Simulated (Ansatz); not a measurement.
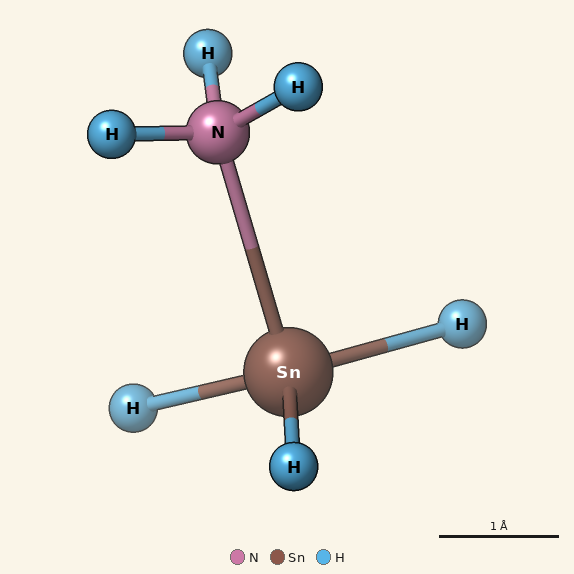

Distant atoms are faded towards the background colour. Charge +1, singlet. The computed structure is the end point of a PBE0-D4/def2-TZVP optimisation. No frequency run is at hand to confirm it as a minimum. Masses are those of the most abundant isotopes; constants are for the rigid equilibrium geometry.

Classify the rotor and give the rotational constants (MHz).

Answer. A prolate symmetric top (C3v): A = 45511, B = C = 5897 MHz.
